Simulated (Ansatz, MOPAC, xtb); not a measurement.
Torsion H3–S1–Ge2–H4 in GeH2S (SMILES [SH][GeH]); at each angle all else is relaxed with GFN2-xTB, and the levels are single points there.
Geometry at 180° (charge 0, multiplicity 1):
```xyz
4

S     -1.0118     0.5933     0.4381
Ge     0.9990     0.4863    -0.4756
H     -1.5274    -0.4420    -0.2231
H      1.4582     1.7631     0.4122
```
Energies count from the point at 180°.

Cores are frozen in the correlated methods. Filled d and f shells under p-block atoms count as core. CBS(a, b) extrapolates the correlation energy as X⁻³ and adds the Hartree–Fock energy of set b. The state that PM3 reach isn't checked.

Run with Ansatz (an electronic-structure program) with Gaussian orbitals; MOPAC for PM3 (differences of heats of formation); xtb for the GFN methods. Values without a source in brackets are computed.

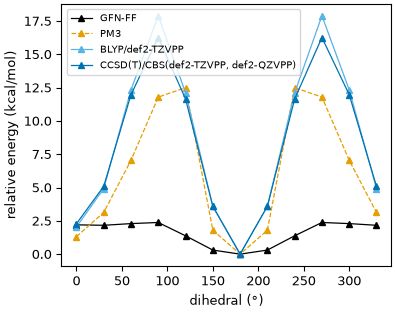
Fig. 1. Relative energy along the coordinate

Problem. Read off the PM3 curve at dihedral = 150.

Solution. about 1.8 kcal/mol
